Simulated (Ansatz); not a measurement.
# Al2Cu: response to strain

The parent structure is Al₂Cu (space group I4/mcm, No. 140; a = 6.060 Å, c = 4.875 Å).

Strains are applied to the cell and any free atomic positions relax.

Method: PBE (Ansatz, a quantum-chemistry and plane-wave program, PAW, no spin-orbit coupling).

Notes on the quantities. pressure: mean of the normal stresses, compression positive.

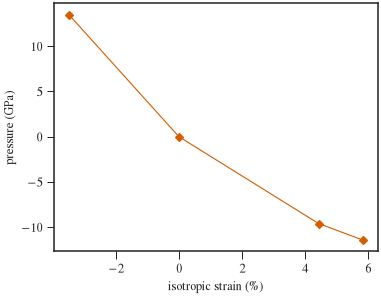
*Pressure against isotropic strain*

From the plot, what is the pressure for isotropic strain +5.84 %?

About -11 GPa.

Is the trend monotonic over the range shown?

Yes, it falls throughout, spanning -11.4 GPa to 13.5 GPa.

No phonon test of stability was made. The final runs are not spin-polarised.
